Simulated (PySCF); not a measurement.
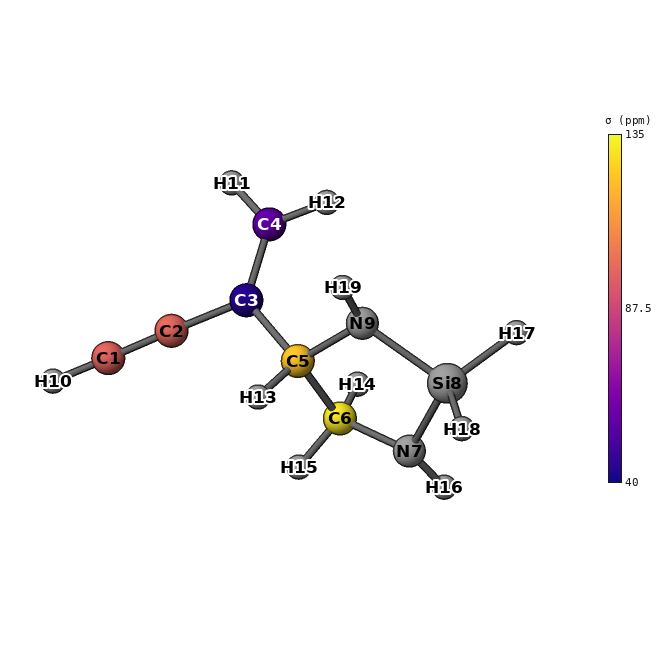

Atoms are coloured by their isotropic NMR shieldings (C only, the others grey). The geometry was computed by an optimisation with GFN2-xTB. No frequency run is at hand to confirm it as a minimum. Properties computed with GIAO PBE0/pcSseg-1 NMR shielding, non-relativistic, gas phase (PySCF 2.14.0).

Question: Which C atom is the most shielded (lowest chemical shift)?

Answer: C6 (130.8 ppm).

Question: Which C atom is the least shielded (highest chemical shift)?

Answer: C3 (43.8 ppm).

Question: How wide is the range of C shifts?

Answer: 87.0 ppm.

Give the isotropic NMR shieldings of the C atoms atom by atom.

```json
{"atom": "C1", "σ (ppm)": "97.4"}
{"atom": "C2", "σ (ppm)": "98.5"}
{"atom": "C3", "σ (ppm)": "43.8"}
{"atom": "C4", "σ (ppm)": "56.8"}
{"atom": "C5", "σ (ppm)": "123.5"}
{"atom": "C6", "σ (ppm)": "130.8"}
```

The geometry is semi-empirical. Around Si such bond lengths and angles can be off by a tenth of an ångström or more and by several degrees, and values that hang on the shape move with them.
